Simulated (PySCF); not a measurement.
```xyz
16

C     3.0389   -0.6883    0.0859
C     1.6593   -0.3332    0.2943
C     0.5120   -0.0196    0.4458
C    -0.8839    0.3177    0.6681
C    -1.3075    1.5858   -0.0644
F    -1.1225    0.4827    2.0268
C    -1.7552   -0.8784    0.2202
F    -1.4616   -2.0049    0.8724
F    -3.0618   -0.6516    0.3948
F    -1.5800   -1.1272   -1.0879
H     3.5865    0.1630   -0.3160
H     3.1015   -1.5197   -0.6149
H     3.4845   -0.9861    1.0337
H    -0.6976    2.4148    0.2854
H    -2.3537    1.7971    0.1462
H    -1.1665    1.4570   -1.1344
```

Geometry: GFN2-xTB.

The calculation used PBE0/pcSseg-1, SCF density, gas phase, non-relativistic (PySCF).

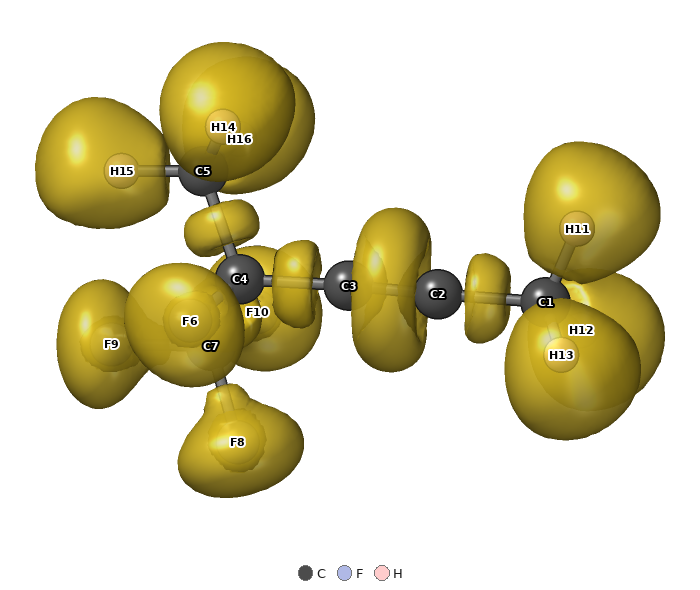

C$_{6}$H$_{6}$F$_{4}$ (SMILES CC#C[C@](C)(F)C(F)(F)F). Isosurface of the ELF at 0.75 (yellow), seen at a tilt. Only the valence region is drawn (cores and ρ < 0.01 e/Å³ removed).

**Where are the electrons localised?**

The surface consists of five regions between bonded C–C atoms (shared pairs), six regions around hydrogen nuclei and four regions on F in which the atom's valence shell and bonds are merged. Along the contacts the grid gives the following. C–C (1.20 Å): the ELF peaks at about 0.85 between the atoms: a short, multiple covalent bond. C–F (1.33 Å): the ELF peaks at about 0.85 between the atoms, as expected for a shared but strongly polarised pair.
